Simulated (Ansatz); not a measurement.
A series of calculations on CH6Sn

## 1. Relaxation

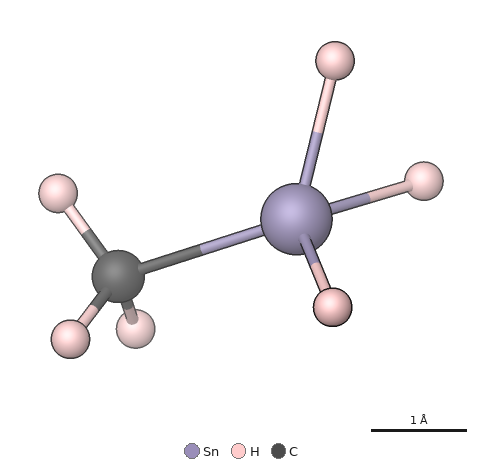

Starting structure of CH6Sn. The picture is a ball-and-stick view, seen from a free direction.

The run prepares an end point of a later path (reaction) calculation, from a guessed geometry.

Method: RKS B3LYP/def2-SVP in Ansatz.

The input:
```yaml
crystal:
  periodic: [false, false, false]
  atoms:
    - { symbol: Sn, position_ang: [0.103176, -0.025133, 0.076391] }
    - { symbol: H, position_ang: [0.730378, -0.017279, 1.676611] }
    - { symbol: H, position_ang: [1.821717, 0.001417, 0.092549] }
    - { symbol: H, position_ang: [-0.637106, 1.431821, -0.41438] }
    - { symbol: C, position_ang: [-0.947563, -1.762604, -0.669722] }
    - { symbol: H, position_ang: [-1.499089, -2.252506, 0.144616] }
    - { symbol: H, position_ang: [-1.659792, -1.40548, -1.4307] }
    - { symbol: H, position_ang: [-0.247121, -2.475736, -1.125764] }
basis:
  gaussian: { orbitals: def2-SVP }
hamiltonian:
  xc: b3lyp
relax:
  f_tol: 0.03
  max_steps: 50
```

Command:
```bash
ansatz run input.yaml --threads 1 --pin off --max-ram 2048MiB --backend cpu --events-out ev --progress --plain --runs-dir out
```

Question: Where does the relaxation end?

Answer: The atom that moves furthest after the best rigid fit is H3 (0.56 Å). Largest moves by element: H 0.56 Å, Sn 0.14 Å, C 0.08 Å. Near-neighbour distances that change, for instance: Sn1–H4 1.706 → 1.722 Å, Sn1–C5 2.163 → 2.176 Å. Among the angles between lasting bonds that change: H2–Sn1–H3 68.1° → 108.1°, H2–Sn1–C5 120.1° → 110.7°, H2–Sn1–H4 115.0° → 108.4°. The energy falls by 84.6 kJ/mol in 3 geometry steps. The largest force component goes from 1.6 to 0.024 eV/Å. The run took 12 s on 1 thread of Arm Neoverse V2, with other jobs on the host, peak memory 0.13 GiB.

History of the run:

```tsv
step	E − E(0), kJ/mol	largest force component, eV/Å
0	0.00	1.5879
1	-52.88	0.8853
2	-78.05	0.4252
3	-84.63	0.0240
```

Final geometry:

```xyz
8

Sn    0.2187   -0.0322    0.1570
H     0.3111   -0.1112    1.8749
H     1.8248   -0.0114   -0.4649
H    -0.5541    1.4437   -0.2798
C    -0.8903   -1.7292   -0.6324
H    -1.5093   -2.1740    0.1601
H    -1.5433   -1.4016   -1.4544
H    -0.1931   -2.4895   -1.0109
```

After the run, drawn alike:

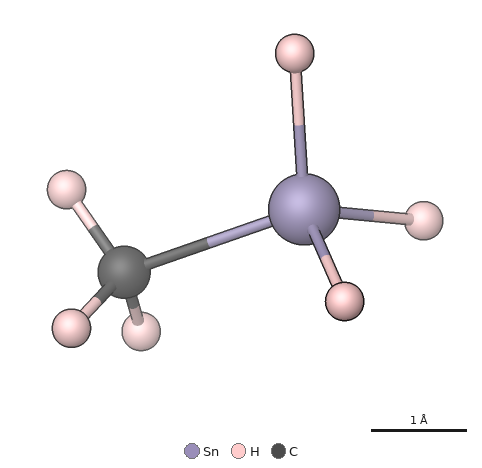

## 2. Relaxation

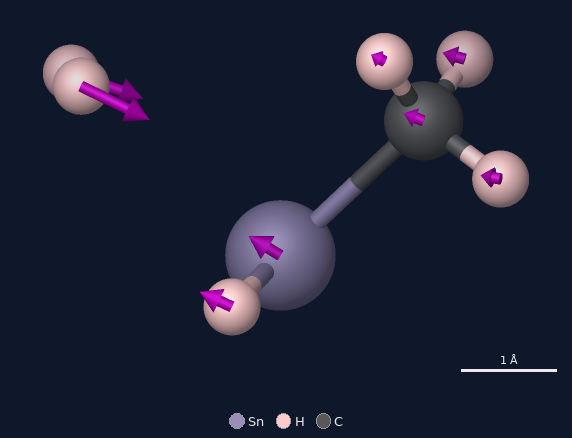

This is a relaxation of CH$_{6}$Sn. The starting structure is drawn; purple arrows show the displacements, 3 times their true length. The two geometries are superimposed by the best rigid fit.

A ball-and-stick model, seen at a tilt.

The run prepares an end point of a later path (reaction) calculation, from a guessed geometry.

Theory: RKS B3LYP/def2-SVP in Ansatz.

Input
```yaml
crystal:
  periodic: [false, false, false]
  atoms:
    - { symbol: Sn, position_ang: [0.134642, 0.202679, -1.199335] }
    - { symbol: H, position_ang: [1.164311, 0.038989, 1.549167] }
    - { symbol: H, position_ang: [1.785969, -0.097865, 1.214421] }
    - { symbol: H, position_ang: [-0.934605, 1.124475, -0.091417] }
    - { symbol: C, position_ang: [-0.959875, -1.705312, -0.819356] }
    - { symbol: H, position_ang: [-1.124823, -1.891363, 0.254979] }
    - { symbol: H, position_ang: [-1.95445, -1.605943, -1.293204] }
    - { symbol: H, position_ang: [-0.44657, -2.571161, -1.265655] }
basis:
  gaussian: { orbitals: def2-SVP }
hamiltonian:
  xc: b3lyp
relax:
  f_tol: 0.03
  max_steps: 50
output:
  orbitals: {}
```

Launched with:
```bash
ansatz run input.yaml --threads 1 --pin off --max-ram 2048MiB --backend cpu --events-out ev --progress --plain --runs-dir out
```

Describe the change and its energy.

The largest moves after the best rigid fit, 0.27 Å, are those of H2 and H3. Largest moves by element: H 0.27 Å, Sn 0.13 Å, C 0.07 Å. Some distances before and after: Sn1–H3 2.940 → 2.565 Å, Sn1–H2 2.940 → 2.592 Å, H2–H3 0.719 → 0.768 Å. Over 3 accepted moves (5 points after the start) the energy falls by 5.50 kJ/mol. Largest force component: 1.6 eV/Å at the start, 0.011 eV/Å at the end. The line search rejected the trial steps at points 2, 3 of the run.

Limits of the set-up: the start holds two separate molecules, 2.9 Å apart at their closest, whose relative position is a soft coordinate and is computed without a dispersion correction.

## 3. Path

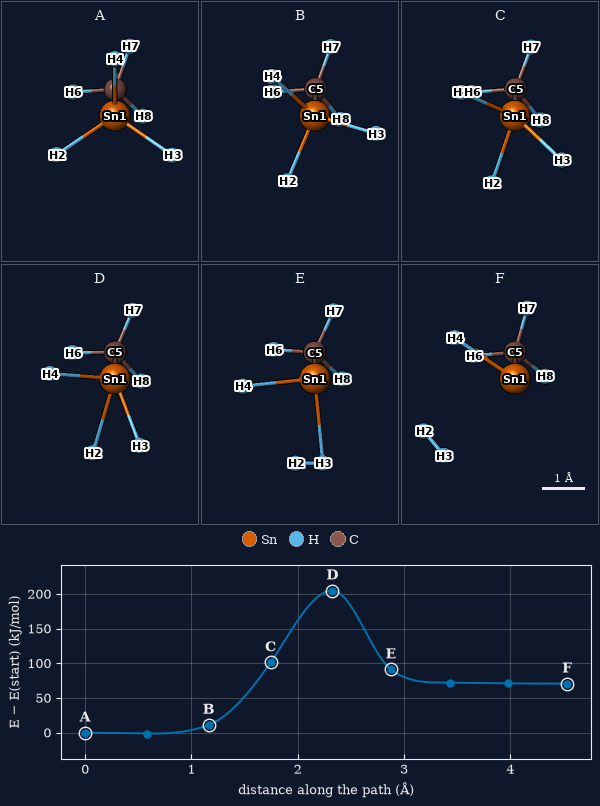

A search for the minimum-energy path of CH6Sn by the nudged elastic band. Images are numbered from 0 (start) to 8 (end). Frames A to F are images 0, 2, 3, 4, 5, 8. A ball-and-stick model, seen from a free direction.

The calculation used RKS B3LYP/def2-SVP (Ansatz 0.2.0). Run with 7 movable images; climbing image; force threshold 0.05 eV/Å; iteration limit 60; starting path through a guess of the saddle point.

### Describe the mechanism and the energy profile.

The energy climbs by 204.9 kJ/mol to image 4 and then falls by 134.2 kJ/mol, so the end point sits at +70.7 kJ/mol. Image 1 lies below both ends, at −1.3 kJ/mol, which points to an intermediate minimum that so few images don't resolve. Breaking: Sn1–H2 (1.72 → 1.93 at the top → 2.59 Å), Sn1–H3 (1.72 → 1.74 at the top → 2.56 Å). Forming: H2–H3 (2.79 → 1.38 at the top → 0.77 Å). The band is converged. At the top, the vibrational analysis gives one imaginary mode (1265i cm⁻¹), as a transition state must have.
